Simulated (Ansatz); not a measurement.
```xyz
48

Ga   -4.3063    1.9418   -0.3727
Ga   -1.8498   -3.1494    3.2378
Ga    1.6168   -3.6859   -0.1411
Ga   -1.2918    2.2759   -3.2194
Ga    1.9148   -0.7090   -3.1553
Ga   -0.9416   -0.5909   -0.3569
Ga   -1.1514    1.7282    2.8506
Ga    1.9056   -0.6157    2.4580
Ga    1.8478    2.2403   -0.1603
Ga    4.8002   -0.7115   -0.3866
As   -2.4059   -1.9878    1.0721
As   -2.4854    0.8127   -1.6710
As   -2.9002    2.8826    1.4668
As    0.4829   -2.0505   -1.6873
As    0.3850   -2.1487    3.7357
As    3.1418   -2.0428    0.9162
As    0.2899    0.7611   -4.3813
As    0.3076    3.4566   -1.7407
As    3.1415    0.7388   -1.6158
As    0.3735    0.7989    1.1339
H    -4.8741    3.1127   -1.2389
H    -5.1763    0.8128    0.2735
H    -2.8664   -2.5862    4.2801
H    -1.6395   -4.6498    2.8694
H     2.3775   -4.7416   -1.0037
H     0.4950   -4.0584    0.8988
H    -2.1085    3.2005   -4.1728
H     2.7659   -1.4827   -4.2099
H    -1.8895    0.4716    3.4474
H    -0.4449    2.8114    3.7268
H     2.7251    0.2331    3.4864
H     2.6940    3.3056    0.6048
H     5.4653   -1.6149   -1.4780
H     5.5856    0.2151    0.5993
H    -3.0343   -2.9834    0.1224
H    -3.6288   -1.1248    1.2806
H    -3.1773   -0.1539   -2.6103
H    -3.8837    3.5273    2.4182
H    -2.2981    4.1714    0.9516
H    -0.4701   -2.7827   -2.6097
H     1.2683   -3.3051    4.1450
H     0.2549   -1.5227    5.1051
H     3.9914   -2.8707    1.8583
H    -0.5445   -0.0774   -5.3224
H     1.0206    1.5622   -5.4361
H     1.1040    4.3875   -2.6265
H    -0.4793    4.5189   -1.0083
H     3.9445    1.6460   -2.5253
```

Geometry: r2SCAN-D4/def2-SVP.

Computed with Ansatz, RKS PBE0-D4/def2-TZVP.

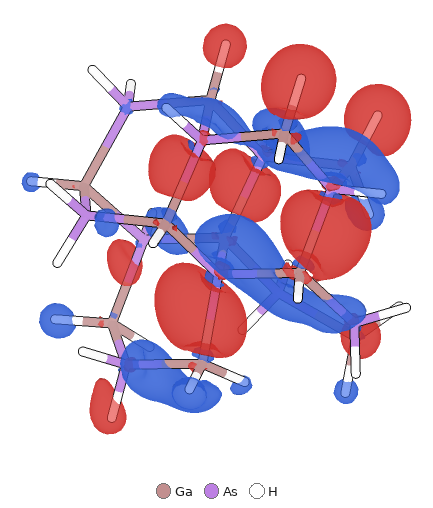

As10Ga10H28 (Ga10As10 zinc blende off sphere). The HOMO at ±0.06 Å⁻³ᐟ² (red and blue are the two phases), seen at a tilt.

> What is the character of this orbital?

It lies mainly on As20 (about 15 %), As16 (about 15 %), Ga8 (about 10 %) and Ga7 (about 5 %). Its energy is −6.86 eV.
